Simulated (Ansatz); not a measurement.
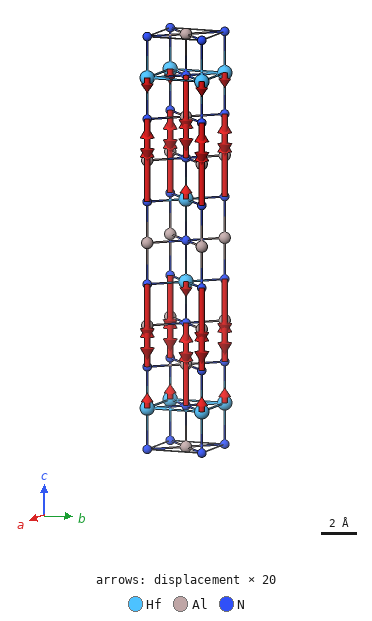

This is a relaxation of solid Hf$_{2}$Al$_{3}$N$_{5}$ (a generated structure, set up in I4/mmm) (coarse preliminary run). The starting structure is drawn; red arrows show the displacements (the part carried along by the change of the cell is left out), magnified 20 times.

The picture is a ball-and-stick view of the conventional cell (2 times the calculation's cell), seen slightly off an axis. Lengths and directions refer to the drawn axes.

Computed with Ansatz 0.2.0, DFT PBE, scalar-relativistic, plane waves, PAW. (plane-wave cutoff 420 eV; k-point mesh 8 × 8 × 8; occupations gaussian; smearing width 0.1 eV; no spin polarisation; cell and atoms relaxed; force threshold 0.04 eV/Å; at most 70 steps)

Question: Which element moves most?

Answer: Nitrogen: up to 0.17 Å, against 0.10 Å for aluminium.

Question: What happened in the run?

Answer: Over 6 accepted moves (7 points after the start) the energy falls by 510 meV per atom. Largest force component: 0.72 eV/Å at the start, 0.0082 eV/Å at the end. Pressure: −34.00 GPa at the start and −0.36 GPa at the end. At 1 point the geometry stayed and the basis and grid were re-selected for the new cell (energy shift of 2.7 meV per atom at most each time). The largest moves relative to the cell, 0.17 Å, are those of N atoms. Largest moves by element: N 0.17 Å, Al 0.10 Å, Hf 0.04 Å. The volume changes by −25.0 %, with a = b 3.389 → 3.080 Å (−9.1 %), c 23.961 → 21.753 Å (−9.2 %). Near-neighbour distances that change, for instance: Al–N 2.396 → 1.951 Å, Hf–Hf 3.389 → 3.080 Å, Al–N 2.396 → 2.111 Å, Al–N 2.396 → 2.178 Å. Bond angles that change, for instance: Hf–N–Hf 180.0° → 173.6°, Hf–N–Al 90.0° → 93.2°, Hf–N–Al 90.0° → 86.8°. The space group stays I4/mmm (No. 139). The run took 2.1 min on 4 threads of Intel(R) Xeon(R) Processor @ 2.50GHz (Skylake/Cascade Lake), on a shared host, peak memory 0.75 GiB.
